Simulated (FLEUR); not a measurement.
# B20 MnSi a0p98: parallel and opposed starts

Aim: find out whether B20 MnSi a0p98 carries moments, and which collinear order costs least.

Method: PBE; all-electron FLAPW, Dirac cores, scalar-relativistic bands, in FLEUR MaX-R8.1.

The experiments to compare with:

“On Curie temperature of B20-MnSi films” (2022, pmc:9525690) quotes from earlier work for MnSi, B20 cubic (bulk, literature value): moment (saturation moment per Mn) 0.4 μB [Literature value used as input for phase content; rounded, temperature and field not …].

### Step 1. The structure

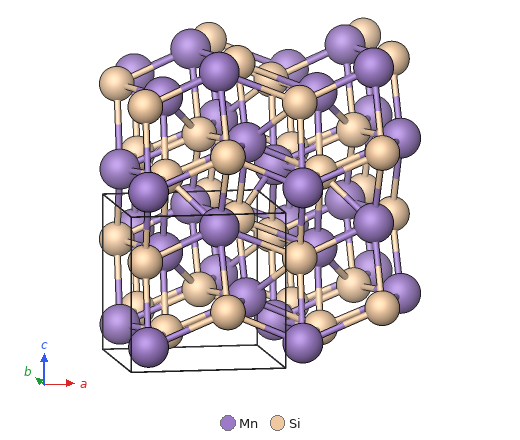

The starting structure, seen slightly off an axis (manganese light purple, silicon light orange). 2×2×2 cells are drawn.

Structure file:

```cif
data_structure
_symmetry_space_group_name_H-M 'P2_13'
_symmetry_Int_Tables_number 198
_cell_length_a 4.4688
_cell_length_b 4.4688
_cell_length_c 4.4688
_cell_angle_alpha 90.000
_cell_angle_beta 90.000
_cell_angle_gamma 90.000
_cell_volume 89.24
loop_
_atom_site_label
_atom_site_type_symbol
_atom_site_symmetry_multiplicity
_atom_site_Wyckoff_symbol
_atom_site_fract_x
_atom_site_fract_y
_atom_site_fract_z
_atom_site_occupancy
Mn1 Mn 4 a 0.13700 0.13700 0.13700 1
Si1 Si 4 a 0.84500 0.84500 0.84500 1
```

The cell is a made-up one and need not be a known phase.

### Step 2. Start 1: ferro ++++

The parallel start is the test of whether parallel moments hold.

inpgen writes inp.xml from crystal.txt; cutoffs, mixing, functional, smearing and local orbitals are then set in the file. The k list default-1 (kpts.xml, not shown) is a Γ-centred 10×10×10 mesh; where the ranks do not divide the number of points, some are split in two of half the weight.

File inp.xml:

```
<?xml version="1.0" encoding="UTF-8" standalone="no"?>
<fleurInput fleurInputVersion="0.39">
   <comment>
      MnSi
   </comment>
   <calculationSetup>
      <cutoffs Kmax="4.4" Gmax="13.2" GmaxXC="13.2" numbands="0"/>
      <scfLoop itmax="90" minDistance="0.00002" maxIterBroyd="15" imix="Anderson" alpha="0.05" precondParam="0.0" spinf="2.0" sdNocoIR="T"/>
      <coreElectrons ctail="T" frcor="F" kcrel="0" coretail_lmax="0"/>
      <xcFunctional name="pbe" relativisticCorrections="F"/>
      <magnetism jspins="2"/>
      <soc l_soc="F" theta="0.0" phi="0.0" spav="F"/>
      <expertModes spex="0" secvar="F"/>
      <geometryOptimization l_f="F" forcealpha="1.0" forcemix="BFGS" epsdisp="0.00001" epsforce="0.00001"/>
      <ldaU l_linMix="F" mixParam="0.05" spinf="1.0"/>
   </calculationSetup>
   <cell>
      <bzIntegration valenceElectrons="76.0" mode="hist" fermiSmearingEnergy="0.00183747">
         <kPointListSelection listName="default-1"/>
         <xi:include xmlns:xi="http://www.w3.org/2001/XInclude" href="kpts.xml"> </xi:include>
      </bzIntegration>
      <xi:include xmlns:xi="http://www.w3.org/2001/XInclude" href="sym.xml"> </xi:include>
      <bulkLattice scale="1.0">
         <bravaisMatrix>
            <row-1>    8.4448081056124789     0.0000000000000000     0.0000000000000000</row-1>
            <row-2>    0.0000000000000000     8.4448081056124789     0.0000000000000000</row-2>
            <row-3>    0.0000000000000000     0.0000000000000000     8.4448081056124789</row-3>
         </bravaisMatrix>
      </bulkLattice>
   </cell>
   <atomSpecies>
      <species name="Manganese 2.000" element="Mn" atomicNumber="25">
         <mtSphere radius="2.52" gridPoints="833" logIncrement="0.015"/>
         <atomicCutoffs lmax="10" lnonsphr="8"/>
         <electronConfig flipSpins="F">
            <coreConfig>(1s1/2) (2s1/2) (2p1/2) (2p3/2)</coreConfig>
            <valenceConfig>(3s1/2) (3p1/2) (3p3/2) (4s1/2) (3d3/2) (3d5/2)</valenceConfig>
            <stateOccupation state="(3d3/2)" spinUp="1.0" spinDown="1.0"/>
            <stateOccupation state="(3d5/2)" spinUp="2.5" spinDown="0.5"/>
         </electronConfig>
         <energyParameters s="4" p="4" d="3" f="4"/>
         <lo type="SCLO" l="0" n="3" eDeriv="0"/>
         <lo type="SCLO" l="1" n="3" eDeriv="0"/>
      </species>
      <species name="Silicon (Si)" element="Si" atomicNumber="14">
         <mtSphere radius="1.64" gridPoints="543" logIncrement="0.021"/>
         <atomicCutoffs lmax="6" lnonsphr="4"/>
         <electronConfig flipSpins="F">
            <coreConfig>(1s1/2) (2s1/2) (2p1/2) (2p3/2)</coreConfig>
            <valenceConfig>(3s1/2) (3p1/2) (3p3/2)</valenceConfig>
            <stateOccupation state="(3p1/2)" spinUp="0.333333" spinDown="0.333333"/>
            <stateOccupation state="(3p3/2)" spinUp="0.666667" spinDown="0.666667"/>
         </electronConfig>
         <energyParameters s="3" p="3" d="3" f="4"/>
      </species>
   </atomSpecies>
   <atomGroups>
      <atomGroup species="Manganese 2.000">
         <relPos label="                   1">.1370000000 .1370000000 .1370000000</relPos>
         <relPos label="                   2">.3630000000 -.1370000000 -.3630000000</relPos>
         <relPos label="                   3">-.1370000000 -.3630000000 .3630000000</relPos>
         <relPos label="                   4">-.3630000000 .3630000000 -.1370000000</relPos>
         <force calculate="T" relaxXYZ="TTT"/>
      </atomGroup>
      <atomGroup species="Silicon (Si)">
         <relPos label="                   5">-.1550000000 -.1550000000 -.1550000000</relPos>
         <relPos label="                   6">-.3450000000 .1550000000 .3450000000</relPos>
         <relPos label="                   7">.1550000000 .3450000000 -.3450000000</relPos>
         <relPos label="                   8">.3450000000 -.3450000000 .1550000000</relPos>
         <force calculate="T" relaxXYZ="TTT"/>
      </atomGroup>
   </atomGroups>
   <output dos="F" band="F" slice="F">
      <bandDOS minEnergy="-.5*Htr" maxEnergy="0.5*Htr" sigma="0.015" storeEVData="T"/>
      <plotting iplot="0" polar="F">
         <plot TwoD="T" vec1="  1.0  0.0  0.0" vec2="  0.0  1.0  0.0" vec3="  0.0  0.0  1.0" zero="  0.0  0.0  0.0" file="plot"/>
      </plotting>
      <moessbauerParams electricFieldGradient="F" isomerShift="F" coreHyperfine="F" valenceHyperfine="F"/>
   </output>
</fleurInput>
```

File crystal.txt:

```
MnSi
&input film=F cartesian=F /
4.46880000000  0.00000000000  0.00000000000
0.00000000000  4.46880000000  0.00000000000
0.00000000000  0.00000000000  4.46880000000
1.8897261246
1.0 1.0 1.0

8
25 0.13700000000  0.13700000000  0.13700000000 : 2.000
25 0.36300000000  0.86300000000  0.63700000000 : 2.000
25 0.86300000000  0.63700000000  0.36300000000 : 2.000
25 0.63700000000  0.36300000000  0.86300000000 : 2.000
14 0.84500000000  0.84500000000  0.84500000000
14 0.65500000000  0.15500000000  0.34500000000
14 0.15500000000  0.34500000000  0.65500000000
14 0.34500000000  0.65500000000  0.15500000000

&kpt div1=10 div2=10 div3=10 gamma=T /
```

On the command line:

```
$ OMP_NUM_THREADS=1 inpgen -f crystal.txt > inpgen.log  # inp.xml is then edited as shown
$ OMP_NUM_THREADS=1 mpirun -n 4 fleur_MPI > fleur.log
```

The program printed:

```text
Welcome to FLEUR        (www.flapw.de)
      MaX-Release 8.1          (www.max-centre.eu)

 ========== k-point set info ==========
 Selected k-point list: default-1
 k-point list type: mesh
 10 x 10 x 10
 Number of k points: 76

 ------------Calculation Setup---------------------------
 Number of MPI-tasks      :            4
 Number of PE/node        :            4
 Number of OMP-threads    :            1
 k-points in parallel     :            4
 pe's per k-point         :            1
 No of k-point loops      :           19
 Eigenvalue solver        :       lapack
 Number of basis functions:          960
 Approximate size of matrices (H+S) per k-point:         0.027 GB
 --------------------------------------------------------
 Iteration:     1   Distance:      10.16263999 me/bohr^3
 Iteration:     2   Distance:       9.91619516 me/bohr^3
 Iteration:     3   Distance:       6.22861140 me/bohr^3
 Iteration:     4   Distance:       6.14825266 me/bohr^3
 Iteration:     5   Distance:       4.59670415 me/bohr^3
 Iteration:     6   Distance:       2.73021434 me/bohr^3
 Iteration:     7   Distance:       4.46245673 me/bohr^3
 Iteration:     8   Distance:       1.88470197 me/bohr^3
 Iteration:     9   Distance:       2.65336302 me/bohr^3
 Iteration:    10   Distance:       0.82146416 me/bohr^3
 Iteration:    11   Distance:       0.39049494 me/bohr^3
 Iteration:    12   Distance:       0.28167447 me/bohr^3
 Iteration:    13   Distance:       0.15926759 me/bohr^3
 Iteration:    14   Distance:       0.11415619 me/bohr^3
 Iteration:    15   Distance:       0.08650545 me/bohr^3
 Iteration:    16   Distance:       0.08430595 me/bohr^3
 Iteration:    17   Distance:       0.03992032 me/bohr^3
 Iteration:    18   Distance:       0.02493092 me/bohr^3
 Iteration:    19   Distance:       0.00950711 me/bohr^3
 Iteration:    20   Distance:       0.01683750 me/bohr^3
 Iteration:    21   Distance:       0.00454311 me/bohr^3
 Iteration:    22   Distance:       0.00081407 me/bohr^3
 Iteration:    23   Distance:       0.00097972 me/bohr^3
 Iteration:    24   Distance:       0.00016393 me/bohr^3
 Iteration:    25   Distance:       0.00012462 me/bohr^3
 Iteration:    26   Distance:       0.00003608 me/bohr^3
 Iteration:    27   Distance:       0.00000710 me/bohr^3

 ********************************************************************
 Run finished successfully
 Stop message:
   all done
 ********************************************************************

--- out.xml (last complete iteration) ---
<iteration numberForCurrentRun="   27" overallNumber="   27">
         <energyParameters units="Htr">
            <atomicEP atomType="1" spin="1" branch="4s" branchLowest="-2.45" branchHighest="1.62" value="0.2581805655"/>
            <atomicEP atomType="1" spin="1" branch="4p" branchLowest="-1.29" branchHighest="2.12" value="0.3802702097"/>
            <atomicEP atomType="1" spin="1" branch="3d" branchLowest="-9.99" branchHighest="0.53" value="0.3949839336"/>
            <atomicEP atomType="1" spin="1" branch="4f" branchLowest="-9.99" branchHighest="3.11" value="0.6837458367"/>
            <loAtomicEP atomType="1" spin="1" branch="3s" branchLowest="-26.63" branchHighest="-2.45" value="-2.4548413625"/>
            <loAtomicEP atomType="1" spin="1" branch="3p" branchLowest="-22.44" branchHighest="-1.29" value="-1.3079291069"/>
            <atomicEP atomType="2" spin="1" branch="3s" branchLowest="-4.43" branchHighest="3.24" value="-0.1580929215"/>
            <atomicEP atomType="2" spin="1" branch="3p" branchLowest="-2.80" branchHighest="3.65" value="-0.0155584635"/>
            <atomicEP atomType="2" spin="1" branch="3d" branchLowest="-9.99" branchHighest="3.48" value="0.1547065865"/>
            <atomicEP atomType="2" spin="1" branch="4f" branchLowest="-9.99" branchHighest="7.11" value="0.3166528231"/>
            <atomicEP atomType="1" spin="2" branch="4s" branchLowest="-2.41" branchHighest="1.64" value="0.2587919998"/>
            <atomicEP atomType="1" spin="2" branch="4p" branchLowest="-1.26" branchHighest="2.15" value="0.3785217243"/>
            <atomicEP atomType="1" spin="2" branch="3d" branchLowest="-9.99" branchHighest="0.57" value="0.4170343977"/>
            <atomicEP atomType="1" spin="2" branch="4f" branchLowest="-9.99" branchHighest="3.14" value="0.6800440947"/>
            <loAtomicEP atomType="1" spin="2" branch="3s" branchLowest="-26.61" branchHighest="-2.41" value="-2.4154796696"/>
            <loAtomicEP atomType="1" spin="2" branch="3p" branchLowest="-22.43" branchHighest="-1.26" value="-1.2694893041"/>
            <atomicEP atomType="2" spin="2" branch="3s" branchLowest="-4.43" branchHighest="3.24" value="-0.1651077585"/>
            <atomicEP atomType="2" spin="2" branch="3p" branchLowest="-2.80" branchHighest="3.65" value="-0.0227729642"/>
            <atomicEP atomType="2" spin="2" branch="3d" branchLowest="-9.99" branchHighest="3.48" value="0.1474030388"/>
            <atomicEP atomType="2" spin="2" branch="4f" branchLowest="-9.99" branchHighest="7.11" value="0.3093300070"/>
         </energyParameters>
         <bandgap value="0.0057045268" units="eV"/>
         <sumValenceSingleParticleEnergies value="-36.0466804744" units="Htr"/>
         <FermiEnergy value="0.4650560808" units="Htr"/>
         <valenceDensity>
            <mtCharges spin="1">
               <mtCharge atomType="1" total="7.9488576" s="1.2374933" p="3.3574794" d="3.3189042" f="0.0283814"/>
               <mtCharge atomType="2" total="0.4747906" s="0.2098482" p="0.2279890" d="0.0349006" f="0.0018462"/>
            </mtCharges>
            <mtCharges spin="2">
               <mtCharge atomType="1" total="6.9500778" s="1.2365334" p="3.3530815" d="2.3256763" f="0.0289349"/>
               <mtCharge atomType="2" total="0.4965203" s="0.2168891" p="0.2452378" d="0.0326621" f="0.0015740"/>
            </mtCharges>
            <spinDependentCharge spin="1" total="39.8746421" interstitial="6.1800493" mtSpheres="33.6945928"/>
            <spinDependentCharge spin="2" total="36.1253579" interstitial="6.3389654" mtSpheres="29.7863925"/>
            <totalCharge value="76.0000000000"/>
         </valenceDensity>
         <coreStates atomType="     1" atomicNumber=" 25" spin="1" kinEnergy="    526.9367484717" eigValSum="   -329.4838895121" lostElectrons=" 0.000000">
            <state n="1" l="0" j="0.5" energy="-235.5180220525" weight="1.0000000000"/>
            <state n="2" l="0" j="0.5" energy="-26.6276367878" weight="1.0000000000"/>
            <state n="2" l="1" j="0.5" energy="-22.7014952159" weight="1.0000000000"/>
            <state n="2" l="1" j="1.5" energy="-22.3183677279" weight="2.0000000000"/>
         </coreStates>
         <coreStates atomType="     1" atomicNumber=" 25" spin="2" kinEnergy="    527.1073388847" eigValSum="   -329.4306617421" lostElectrons=" 0.000000">
            <state n="1" l="0" j="0.5" energy="-235.5181363841" weight="1.0000000000"/>
            <state n="2" l="0" j="0.5" energy="-26.6113858000" weight="1.0000000000"/>
            <state n="2" l="1" j="0.5" energy="-22.6893546926" weight="1.0000000000"/>
            <state n="2" l="1" j="1.5" energy="-22.3058924327" weight="2.0000000000"/>
         </coreStates>
         <coreStates atomType="     2" atomicNumber=" 14" spin="1" kinEnergy="    142.7020650749" eigValSum="    -77.9306960994" lostElectrons=" 0.011060">
            <state n="1" l="0" j="0.5" energy="-64.9517535721" weight="1.0000000000"/>
            <state n="2" l="0" j="0.5" energy="-4.4564270768" weight="1.0000000000"/>
            <state n="2" l="1" j="0.5" energy="-2.8566745673" weight="1.0000000000"/>
            <state n="2" l="1" j="1.5" energy="-2.8329204416" weight="2.0000000000"/>
         </coreStates>
         <coreStates atomType="     2" atomicNumber=" 14" spin="2" kinEnergy="    142.7020425364" eigValSum="    -77.9333058289" lostElectrons=" 0.011090">
            <state n="1" l="0" j="0.5" energy="-64.9521579860" weight="1.0000000000"/>
            <state n="2" l="0" j="0.5" energy="-4.4568932838" weight="1.0000000000"/>
            <state n="2" l="1" j="0.5" energy="-2.8572545581" weight="1.0000000000"/>
            <state n="2" l="1" j="1.5" energy="-2.8335000005" weight="2.0000000000"/>
         </coreStates>
         <allElectronCharges>
            <spinDependentCharge spin="1" total="79.8746421" interstitial="6.2228696" mtSpheres="73.6517725"/>
            <spinDependentCharge spin="2" total="76.1253579" interstitial="6.3819019" mtSpheres="69.7434560"/>
            <totalCharge value="155.9999999323"/>
         </allElectronCharges>
         <magneticMomentsInMTSpheres units="muBohr">
            <globalMagMoment atomType="1" vec="0.00000   0.00000   0.99878"/>
            <localMagMoment atomType="1" vec="0.00000   0.00000   0.99878"/>
            <globalMagMoment atomType="2" vec="0.00000   0.00000  -0.02170"/>
            <localMagMoment atomType="2" vec="0.00000   0.00000  -0.02170"/>
         </magneticMomentsInMTSpheres>
         <moessbauerParams unitsHFF="kG" unitsIS="e/bohr^3" unitsEFG="Htr/bohr^2">
         </moessbauerParams>
         <totalEnergy value="    -5794.9018833819" units="Htr">
            <sumOfEigenvalues value="    -3295.1608932042">
               <coreElectrons value="-3259.1142127297"/>
               <valenceElectrons value="-36.0466804744"/>
            </sumOfEigenvalues>
            <densityCoulombPotentialIntegral value="-8772.2006437452"/>
            <densityEffectivePotentialIntegral value="-9152.2154293030"/>
            <chargeDenXCDenIntegral value="-293.2515208611"/>
            <FockExchangeEnergyValence value="0.0000000000"/>
            <FockExchangeEnergyCore value="0.0000000000"/>
            <atomTypeDependentContributions atomType="1">
               <electronNucleiInteractionDifferentMTs value="5547.4424976092"/>
               <MadelungTerm value="-22.5117172502"/>
            </atomTypeDependentContributions>
            <atomTypeDependentContributions atomType="2">
               <electronNucleiInteractionDifferentMTs value="1351.4061060182"/>
               <MadelungTerm value="-51.2442558694"/>
            </atomTypeDependentContributions>
            <tkbTimesEntropy value="0.0015702286"/>
            <freeEnergy value="-5794.9034536105"/>
            <extrapolationTo0K value="-5794.9026684962"/>
         </totalEnergy>
         <densityConvergence units="me/bohr^3">
            <chargeDensity spin="1" distance="0.0000045562"/>
            <chargeDensity spin="2" distance="0.0000039340"/>
            <overallChargeDensity distance="0.0000047021"/>
            <spinDensity distance="0.0000070965"/>
         </densityConvergence>
      </iteration>
```

Run time: 18 min. Hardware: 4 MPI ranks of Arm Neoverse V2, shared host; peak memory 0.55 GiB.

Spin moment in the muffin-tin sphere by atom:

```
atom  spin moment in the muffin-tin sphere (μB)
 Mn1                                      0.999
 Mn2                                      0.999
 Mn3                                      0.999
 Mn4                                      0.999
 Si5                                     -0.022
 Si6                                     -0.022
 Si7                                     -0.022
 Si8                                     -0.022
```

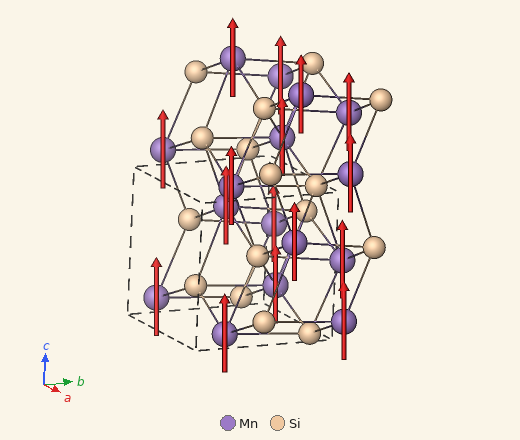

Spin moment in the muffin-tin sphere as arrows, the longest 0.999 μB. Up and down stand for the sign. Arrows give size and sign along the axis of quantisation, drawn up and down the page. 2×1×2 cells are drawn.

Numbers from this step:

```yaml
free_energy: -157687.3561 eV
program_s_band_gap_on_this_mesh_in_a_metal_only_a_level_spacing: 0.005705 eV
magnetization: 3.749 μB
final_state: ferromagnetic
```

After 27 cycles the largest moment stands at 0.999 μB.

[end of part 1 of 2]

[Logs and program files are shortened in this print: banners, set-up blocks, solver, clock and traceback lines can be left out without a mark of their own.]

[Logs are printed without paths, hosts, clocks, repeated set-up lines and the standing remarks that a program may print on its own settings, such as how far it seeks lower states.]

[Hosts, paths, dates, database ids (printed as entryN), source tags and the programs' standing remarks are cut or masked in the printed files.]

[Where a cell is said to come from a database of computed structures, the database is the Materials Project.]
